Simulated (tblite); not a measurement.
# Run report: C$_{6}$H$_{15}$ClSi, geometry relaxation (part 2 of 2)

C$_{6}$H$_{15}$ClSi; GFN2-xTB geometry optimisation, gas phase (tblite 0.8.0). 

Geometry of the input (Å):
```
C  -1.1738  -0.7210  -1.4690
C  -0.9982  0.0042  -0.1290
C  -0.6093  1.4662  -0.3690
C  -2.3479  -0.0160  0.6162
C  0.0463  -0.7281  0.7853
Si 1.8422  -0.9072  0.2436
C  2.8046  0.6547  0.4897
Cl 4.5230  0.3727  0.1098
H  -0.2793  -0.6642  -2.0899
H  -1.4305  -1.7776  -1.3181
H  -2.0029  -0.2683  -2.0439
H  -0.4121  1.9899  0.5687
H  0.2550  1.5615  -1.0082
H  -1.4310  2.0025  -0.8753
H  -3.1356  0.4773  0.0415
H  -2.6773  -1.0499  0.8319
H  -2.2771  0.4976  1.5914
H  -0.3135  -1.7539  0.9586
H  0.0642  -0.2383  1.7690
H  2.4391  -1.9925  1.0797
H  1.8929  -1.3510  -1.1652
H  2.7542  0.9991  1.5314
H  2.4623  1.4694  -0.1390
```

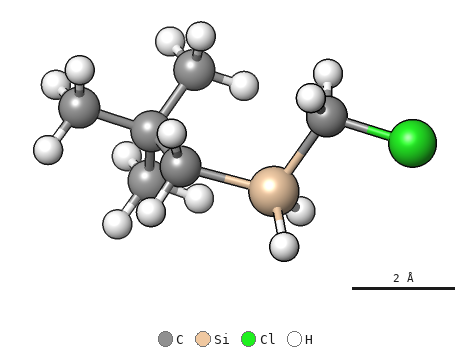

*The geometry at step 115 of the log (ball-and-stick view, seen at a tilt).*

### Trajectory as extended XYZ, continued
```
23
Properties=species:S:1:pos:R:3:forces:R:3 step=72 energy=-728.60158
C    -1.2687   -0.7952   -1.4301    0.0100  -0.0020   0.0010
C    -1.0213   -0.0362   -0.1262    0.0030   0.0060   0.0010
C    -0.5451    1.3812   -0.4385    0.0130   0.0150  -0.0060
C    -2.3349    0.0439    0.6588   -0.0160  -0.0070   0.0080
C     0.0136   -0.7715    0.7394   -0.0020  -0.0020  -0.0010
Si    1.8226   -0.8709    0.1445   -0.0060   0.0220   0.0010
C     2.7775    0.7283    0.6027   -0.0100  -0.0190  -0.0050
Cl    4.5045    0.4647    0.2330    0.0010   0.0050   0.0070
H    -0.3587   -0.8628   -2.0197    0.0110   0.0040   0.0130
H    -1.6174   -1.8051   -1.2246    0.0030   0.0060   0.0030
H    -2.0239   -0.2882   -2.0276    0.0000  -0.0020   0.0210
H    -0.3088    1.9130    0.4803    0.0070   0.0160   0.0040
H     0.3437    1.3565   -1.0632    0.0130  -0.0060  -0.0250
H    -1.3155    1.9383   -0.9674   -0.0200  -0.0120   0.0030
H    -3.1014    0.5528    0.0791   -0.0050   0.0070  -0.0170
H    -2.6971   -0.9519    0.9017   -0.0110  -0.0290   0.0020
H    -2.1928    0.5895    1.5890   -0.0070   0.0210   0.0050
H    -0.3382   -1.7945    0.8853   -0.0070  -0.0010  -0.0100
H     0.0090   -0.3124    1.7319    0.0130   0.0000  -0.0040
H     2.4683   -1.9714    0.8692    0.0150   0.0120  -0.0240
H     1.9775   -1.0582   -1.3009   -0.0040  -0.0090   0.0170
H     2.7242    0.9728    1.6617   -0.0010  -0.0120  -0.0220
H     2.4785    1.6041    0.0317   -0.0010  -0.0130   0.0260
23
Properties=species:S:1:pos:R:3:forces:R:3 step=86 energy=-728.60389
C    -1.2928   -0.8117   -1.4181    0.0020   0.0010  -0.0030
C    -1.0185   -0.0382   -0.1286    0.0050  -0.0020   0.0000
C    -0.5340    1.3690   -0.4758   -0.0010  -0.0030   0.0000
C    -2.3225    0.0636    0.6716    0.0020   0.0000  -0.0020
C     0.0222   -0.7788    0.7259   -0.0030  -0.0040   0.0050
Si    1.8301   -0.8580    0.1223   -0.0170  -0.0020   0.0010
C     2.7671    0.7284    0.6476   -0.0090   0.0000   0.0010
Cl    4.5004    0.5078    0.2857    0.0180  -0.0040  -0.0090
H    -0.3870   -0.9135   -2.0089    0.0060  -0.0040   0.0020
H    -1.6703   -1.8072   -1.1950    0.0100  -0.0020   0.0000
H    -2.0366   -0.2918   -2.0182   -0.0050  -0.0050  -0.0040
H    -0.2673    1.9172    0.4253   -0.0030  -0.0030  -0.0030
H     0.3363    1.3225   -1.1264   -0.0020   0.0020   0.0020
H    -1.3160    1.9205   -0.9941    0.0020   0.0070   0.0090
H    -3.0923    0.5645    0.0884    0.0000   0.0010  -0.0040
H    -2.6872   -0.9264    0.9368    0.0030  -0.0030   0.0030
H    -2.1693    0.6279    1.5891    0.0010   0.0110  -0.0040
H    -0.3262   -1.8050    0.8563    0.0010  -0.0040   0.0030
H     0.0192   -0.3349    1.7251    0.0100   0.0080  -0.0030
H     2.4972   -1.9758    0.7982   -0.0060  -0.0060  -0.0040
H     1.9820   -1.0022   -1.3278   -0.0050   0.0100   0.0010
H     2.7014    0.9246    1.7154   -0.0030  -0.0010   0.0060
H     2.4595    1.6243    0.1152   -0.0080   0.0060   0.0020
23
Properties=species:S:1:pos:R:3:forces:R:3 step=101 energy=-728.60511
C    -1.2861   -0.8233   -1.4134   -0.0040   0.0050   0.0040
C    -1.0159   -0.0390   -0.1298   -0.0050   0.0050   0.0050
C    -0.5313    1.3670   -0.4820    0.0010   0.0020  -0.0010
C    -2.3201    0.0725    0.6685    0.0000  -0.0010  -0.0010
C     0.0231   -0.7756    0.7293   -0.0020   0.0010   0.0000
Si    1.8240   -0.8565    0.1098    0.0070   0.0020   0.0040
C     2.7594    0.7206    0.6641    0.0180   0.0030   0.0000
Cl    4.4924    0.5182    0.2833   -0.0080   0.0010  -0.0020
H    -0.3794   -0.9234   -2.0030    0.0000  -0.0030  -0.0030
H    -1.6546   -1.8198   -1.1809    0.0000  -0.0060  -0.0030
H    -2.0342   -0.3152   -2.0180   -0.0060   0.0030  -0.0030
H    -0.2483    1.9104    0.4171   -0.0050   0.0010  -0.0040
H     0.3280    1.3215   -1.1468    0.0010  -0.0030   0.0020
H    -1.3203    1.9237   -0.9839    0.0050   0.0020  -0.0020
H    -3.0932    0.5536    0.0725    0.0010  -0.0090   0.0090
H    -2.6773   -0.9130    0.9604    0.0000   0.0070  -0.0020
H    -2.1685    0.6630    1.5702   -0.0070  -0.0060  -0.0080
H    -0.3279   -1.7995    0.8691    0.0000  -0.0040   0.0050
H     0.0279   -0.3229    1.7243   -0.0040   0.0080   0.0000
H     2.4898   -1.9935    0.7537    0.0020  -0.0010  -0.0060
H     1.9648   -0.9614   -1.3447    0.0040  -0.0010   0.0040
H     2.7010    0.8932    1.7366    0.0020  -0.0050  -0.0020
H     2.4418    1.6262    0.1538    0.0020  -0.0020   0.0060
23
Properties=species:S:1:pos:R:3:forces:R:3 step=115 energy=-728.60570
C    -1.2891   -0.8277   -1.4120   -0.0020  -0.0020  -0.0060
C    -1.0185   -0.0373   -0.1317    0.0100  -0.0100  -0.0100
C    -0.5340    1.3672   -0.4902    0.0000  -0.0030  -0.0060
C    -2.3232    0.0719    0.6656    0.0080   0.0010   0.0020
C     0.0245   -0.7645    0.7316    0.0060  -0.0050  -0.0010
Si    1.8247   -0.8542    0.1063   -0.0060   0.0050  -0.0060
C     2.7681    0.7115    0.6804   -0.0120  -0.0050   0.0040
Cl    4.4942    0.5251    0.2697    0.0170  -0.0070  -0.0070
H    -0.3843   -0.9237   -2.0060   -0.0140  -0.0060   0.0060
H    -1.6526   -1.8260   -1.1770    0.0180   0.0080   0.0060
H    -2.0440   -0.3262   -2.0143    0.0100   0.0060   0.0000
H    -0.2480    1.9146    0.4052   -0.0110   0.0000   0.0080
H     0.3250    1.3159   -1.1547    0.0070   0.0030  -0.0080
H    -1.3212    1.9240   -0.9940   -0.0070   0.0000  -0.0060
H    -3.1029    0.5344    0.0643   -0.0010   0.0010  -0.0040
H    -2.6677   -0.9134    0.9718   -0.0080  -0.0030   0.0020
H    -2.1781    0.6770    1.5577   -0.0020   0.0040   0.0150
H    -0.3258   -1.7865    0.8874   -0.0020   0.0030   0.0010
H     0.0329   -0.2964    1.7198   -0.0020  -0.0040  -0.0030
H     2.4889   -2.0060    0.7265   -0.0100   0.0120  -0.0020
H     1.9630   -0.9383   -1.3501   -0.0010  -0.0010   0.0050
H     2.7239    0.8579    1.7572    0.0060   0.0010   0.0060
H     2.4395    1.6276    0.1966   -0.0040   0.0020   0.0020
23
Properties=species:S:1:pos:R:3:forces:R:3 step=130 energy=-728.60665
C    -1.2889   -0.8396   -1.4080    0.0010   0.0080   0.0140
C    -1.0211   -0.0364   -0.1353    0.0000   0.0140   0.0130
C    -0.5454    1.3682   -0.5052   -0.0010   0.0050   0.0000
C    -2.3261    0.0736    0.6617   -0.0090   0.0030   0.0030
C     0.0250   -0.7494    0.7356   -0.0020  -0.0020  -0.0060
Si    1.8205   -0.8389    0.0999    0.0040   0.0050   0.0090
C     2.7869    0.6997    0.7074    0.0060   0.0070   0.0040
Cl    4.4968    0.5165    0.2273   -0.0060   0.0080   0.0000
H    -0.3863   -0.9352   -2.0041    0.0080  -0.0030  -0.0030
H    -1.6430   -1.8376   -1.1611    0.0010  -0.0130   0.0000
H    -2.0486   -0.3486   -2.0123   -0.0010   0.0030  -0.0030
H    -0.2861    1.9313    0.3892   -0.0020  -0.0040  -0.0110
H     0.3282    1.3191   -1.1514   -0.0050   0.0030   0.0040
H    -1.3293    1.9078   -1.0330    0.0030  -0.0040   0.0010
H    -3.1084    0.5247    0.0546    0.0000   0.0000   0.0040
H    -2.6654   -0.9104    0.9789   -0.0030   0.0060  -0.0030
H    -2.1858    0.6897    1.5477    0.0010  -0.0080  -0.0020
H    -0.3213   -1.7708    0.9027   -0.0030  -0.0010   0.0020
H     0.0336   -0.2715    1.7193   -0.0020   0.0000  -0.0160
H     2.4746   -2.0117    0.6881    0.0080  -0.0080   0.0070
H     1.9531   -0.8929   -1.3578    0.0000   0.0070  -0.0050
H     2.7842    0.8012    1.7909   -0.0040  -0.0070  -0.0140
H     2.4480    1.6383    0.2751    0.0040  -0.0200   0.0040
23
Properties=species:S:1:pos:R:3:forces:R:3 step=144 energy=-728.60695
C    -1.2885   -0.8451   -1.4052    0.0000  -0.0010   0.0000
C    -1.0231   -0.0339   -0.1371    0.0000   0.0000   0.0000
C    -0.5532    1.3703   -0.5155    0.0000  -0.0010   0.0000
C    -2.3273    0.0759    0.6617    0.0000   0.0010   0.0000
C     0.0263   -0.7410    0.7347    0.0000   0.0000   0.0010
Si    1.8215   -0.8368    0.0970   -0.0030  -0.0040  -0.0020
C     2.7964    0.6886    0.7223   -0.0040  -0.0040  -0.0020
Cl    4.4985    0.5244    0.2109    0.0000   0.0030  -0.0020
H    -0.3852   -0.9400   -2.0009    0.0000  -0.0010   0.0010
H    -1.6372   -1.8441   -1.1531    0.0010  -0.0020   0.0010
H    -2.0505   -0.3616   -2.0128    0.0000   0.0030   0.0030
H    -0.3023    1.9421    0.3755    0.0020   0.0000  -0.0010
H     0.3238    1.3217   -1.1567    0.0020   0.0000   0.0020
H    -1.3375    1.9009   -1.0516   -0.0010  -0.0010   0.0000
H    -3.1114    0.5248    0.0556    0.0010   0.0010  -0.0020
H    -2.6650   -0.9074    0.9822   -0.0010   0.0010  -0.0040
H    -2.1859    0.6940    1.5460    0.0010  -0.0030   0.0030
H    -0.3213   -1.7606    0.9103    0.0020  -0.0020   0.0000
H     0.0375   -0.2560    1.7144    0.0010   0.0050  -0.0010
H     2.4712   -2.0199    0.6708   -0.0010  -0.0010  -0.0030
H     1.9529   -0.8680   -1.3618    0.0000  -0.0020   0.0020
H     2.8101    0.7648    1.8072   -0.0020   0.0030   0.0020
H     2.4456    1.6337    0.3160    0.0010   0.0040   0.0020
23
Properties=species:S:1:pos:R:3:forces:R:3 step=159 energy=-728.60708
C    -1.2857   -0.8466   -1.4031   -0.0010  -0.0010  -0.0020
C    -1.0222   -0.0335   -0.1358   -0.0010  -0.0020  -0.0020
C    -0.5535    1.3707   -0.5155    0.0000   0.0000  -0.0010
C    -2.3281    0.0760    0.6601   -0.0010  -0.0010   0.0000
C     0.0274   -0.7380    0.7378   -0.0010  -0.0010   0.0010
Si    1.8208   -0.8388    0.0955    0.0000   0.0000   0.0010
C     2.7955    0.6864    0.7222    0.0000   0.0020   0.0010
Cl    4.4960    0.5309    0.2026   -0.0010  -0.0010   0.0000
H    -0.3826   -0.9398   -1.9993   -0.0010   0.0000   0.0010
H    -1.6321   -1.8463   -1.1501    0.0020   0.0010   0.0000
H    -2.0491   -0.3648   -2.0104   -0.0010   0.0000   0.0010
H    -0.3079    1.9453    0.3750    0.0010   0.0000   0.0000
H     0.3265    1.3223   -1.1526    0.0030   0.0000   0.0000
H    -1.3366    1.8980   -1.0567   -0.0010   0.0010   0.0000
H    -3.1067    0.5365    0.0557   -0.0020   0.0030  -0.0010
H    -2.6739   -0.9085    0.9676    0.0020  -0.0030   0.0010
H    -2.1864    0.6829    1.5520    0.0020   0.0000   0.0010
H    -0.3211   -1.7561    0.9198   -0.0010   0.0000   0.0000
H     0.0417   -0.2470    1.7145    0.0010   0.0010   0.0000
H     2.4682   -2.0255    0.6648    0.0010   0.0030   0.0000
H     1.9513   -0.8684   -1.3633   -0.0010   0.0000   0.0010
H     2.8135    0.7587    1.8074    0.0000  -0.0020  -0.0020
H     2.4404    1.6326    0.3218   -0.0010  -0.0020   0.0010
```

### Results in brief

| quantity | value |
| --- | --- |
| outcome | converged |
| total energy | −728.6071 eV |
| hardware | 1 CPU thread, shared host |
| wall time | 1.2 s |
| peak memory | 0.19 GiB |
